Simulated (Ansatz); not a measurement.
A series of calculations on BH$_{2}$OF$_{3}$

### Relaxation

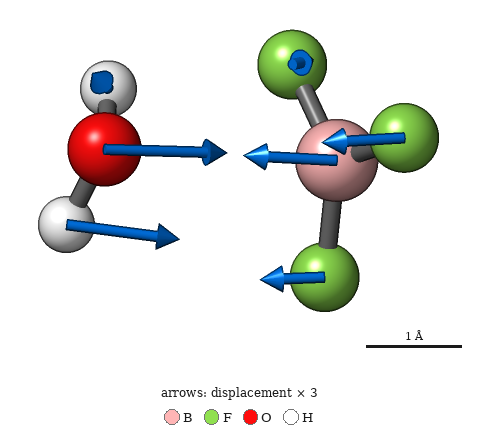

This is a relaxation of BH2OF3. The starting structure is drawn; blue arrows show the displacements, 3 times their true length. The two geometries are superimposed by the best rigid fit.

Style: ball-and-stick. Shown face on.

The run prepares an end point of a later path (reaction) calculation, from a guessed geometry.

Theory: RKS B3LYP/def2-SVP (Ansatz). Set-up: no spin polarisation; force threshold 0.03 eV/Å; at most 50 steps.

### What happened in the run?

The O atom moves most after the best rigid fit: 0.46 Å. Largest moves by element: O 0.46 Å, H 0.40 Å, B 0.34 Å, F 0.30 Å. Among the contacts that change: B–O 2.600 → 1.805 Å, B–F 1.318 → 1.353 Å, B–F 1.312 → 1.338 Å, H–O 0.986 → 0.971 Å. Bond angles that change, for instance: F–B–F 120.5° → 117.1°, F–B–F 120.0° → 117.1°, F–B–F 119.1° → 116.3°. After 7 geometry steps the energy has fallen by 0.260 eV. The largest force component goes from 0.64 to 0.0041 eV/Å. Cost: 11 s on 2 threads of Arm Neoverse V2, with other jobs on the host, peak memory 0.15 GiB.

### Relaxation

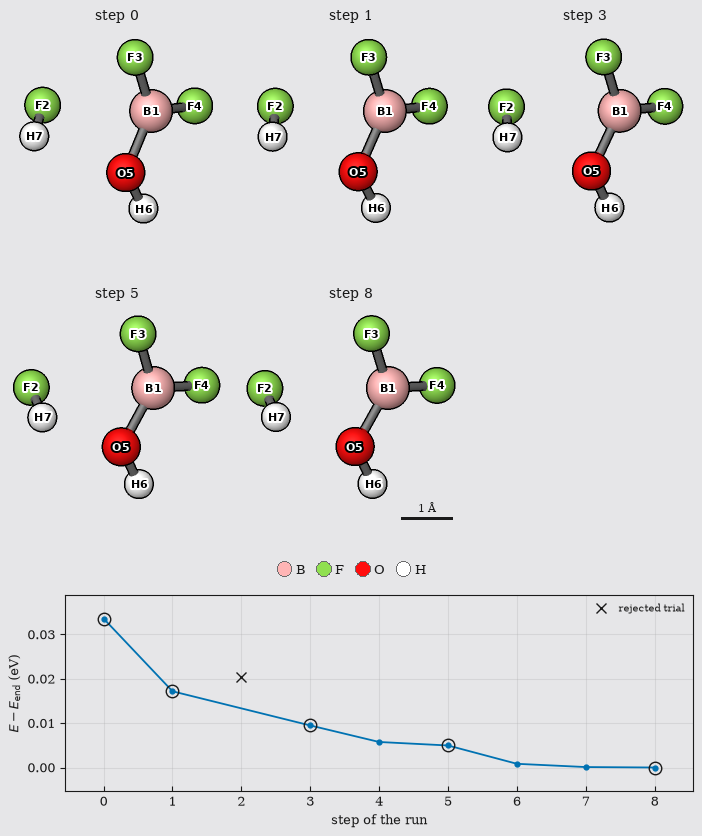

Frames of a relaxation of BH₂OF₃, marked on the history of the run. The picture is a ball-and-stick view, seen at a tilt.

The run prepares an end point of a later path (reaction) calculation, from a guessed geometry.

These are results of RKS B3LYP/def2-SVP (Ansatz 0.2.0), not measurements.

Input
```yaml
crystal:
  periodic: [false, false, false]
  atoms:
    - { symbol: B, position_ang: [0.040834, -0.457012, -0.419635] }
    - { symbol: F, position_ang: [-0.126626, 0.04959, 2.044329] }
    - { symbol: F, position_ang: [1.142244, 0.255194, -0.533029] }
    - { symbol: F, position_ang: [-1.113771, 0.043017, -0.833205] }
    - { symbol: O, position_ang: [0.137265, -1.758594, 0.033792] }
    - { symbol: H, position_ang: [-0.72038, -2.204153, 0.013763] }
    - { symbol: H, position_ang: [0.282235, -0.781644, 2.008584] }
basis:
  gaussian: { orbitals: def2-SVP }
hamiltonian:
  xc: b3lyp
relax:
  f_tol: 0.03
  max_steps: 50
output:
  orbitals: {}
```

Launched with:
```bash
ansatz run input.yaml --threads 2 --pin off --max-ram 3072MiB --backend cpu --events-out ev --progress --plain --runs-dir out
```

### What happens along the run?

After 7 accepted moves (8 points after the start) the energy has fallen by 0.034 eV. Largest force component: 0.84 eV/Å at the start, 0.026 eV/Å at the end. The line search rejected the trial step at point 2 of the run. The largest move after the best rigid fit is that of F2, 0.26 Å. By element the largest moves are F 0.26 Å, H 0.17 Å, O 0.16 Å, B 0.06 Å. Near-neighbour distances that change, for instance: B1–O5 1.382 → 1.362 Å, F2–H7 0.927 → 0.934 Å. From step 0 to 1: H7 moves most (0.09 Å), energy −0.016 eV. From step 1 to 3: F2 moves most (0.06 Å), energy −0.008 eV. From step 3 to 5: F2 moves most (0.15 Å), energy −0.005 eV. From step 5 to 8: F4 moves most (0.03 Å), energy −0.005 eV.

```
step  E − E(0), eV  largest force component, eV/Å      note
   0        0.0000                         0.8386          
   1       -0.0164                         0.3699          
   2       -0.0132                         1.0266  rejected
   3       -0.0241                         0.2268          
   4       -0.0278                         0.4501          
   5       -0.0286                         0.3352          
   6       -0.0327                         0.0702          
   7       -0.0335                         0.0444          
   8       -0.0336                         0.0256
```

Limits of the set-up: the start holds two separate molecules, 2.2 Å apart at their closest, whose relative position is a soft coordinate and is computed without a dispersion correction.

### Path

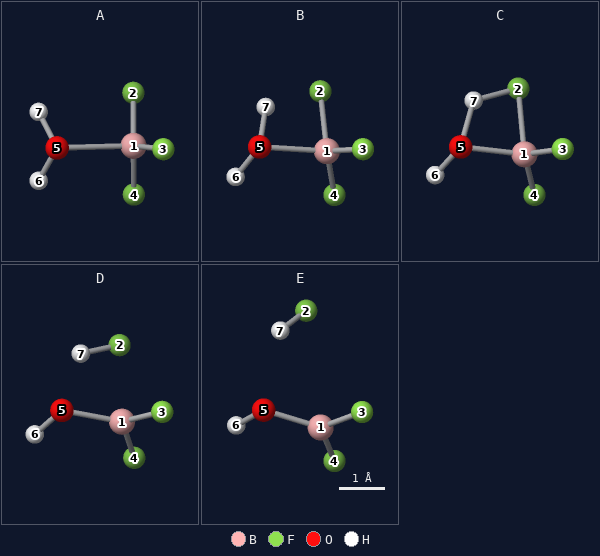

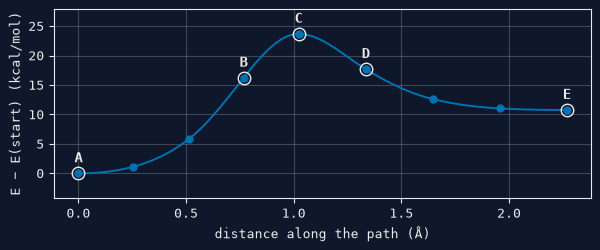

A search for the minimum-energy path of BH2OF3 by the nudged elastic band. Images are numbered from 0 (start) to 8 (end). Frames A to E are images 0, 3, 4, 5, 8. The picture is a ball-and-stick view, seen face on.

These are results of RKS B3LYP/def2-SVP in Ansatz 0.2.0, not measurements. Run with 7 movable images; climbing image; force threshold 0.05 eV/Å; iteration limit 60; starting path through a guess of the saddle point.

Question: Read off the barrier and say what moves.

Answer: Breaking: B1–F2 (1.35 → 1.65 at the top → 2.78 Å), O5–H7 (0.97 → 1.28 at the top → 1.89 Å). Forming: F2–H7 (2.33 → 1.13 at the top → 0.93 Å). Forward barrier 23.7 kcal/mol, backward barrier 12.9 kcal/mol, with image 4 at the top; the reaction energy is +10.8 kcal/mol. The band converged in 15 iterations. The largest component of the band force went from 6.5 to 0.035 eV/Å. The climbing image converged on the top of the path. Its vibrational analysis gives one imaginary mode (996i cm⁻¹), as a transition state must have.

Cost: 2.1 min on 2 threads of Arm Neoverse V2 (shared host), peak memory 0.15 GiB.
